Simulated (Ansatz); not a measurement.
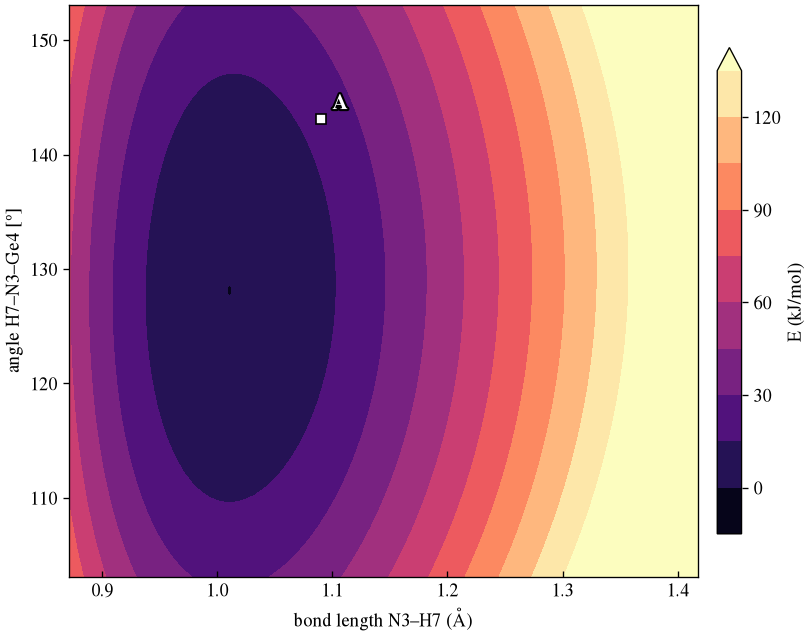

AlGeH₅N₂, SMILES [NH2][Al]1[NH][GeH2]1. First axis: bond length N3–H7. Second axis: angle H7–N3–Ge4. Nothing is relaxed (all other coordinates rigid). The scan uses an 11 × 11 grid. Points are written as (first, second). All energies are given in kJ/mol relative to the relaxed molecule at the same level. Method: Ansatz 0.2.0, RKS CAM-B3LYP-D4/def2-SVP.

In the figure: filled contours, one colour for all values above the top of the scale, the point A. Between grid points the surface is interpolated.

Is A at rest? If not, where is it pushed?

Answer. A, at (1.090 Å, 143.1°), is not a stationary point. The computed force is 260 kJ/mol for each Å towards smaller values of bond length N3–H7 and 1.2 kJ/mol for each degree towards smaller values of angle H7–N3–Ge4.
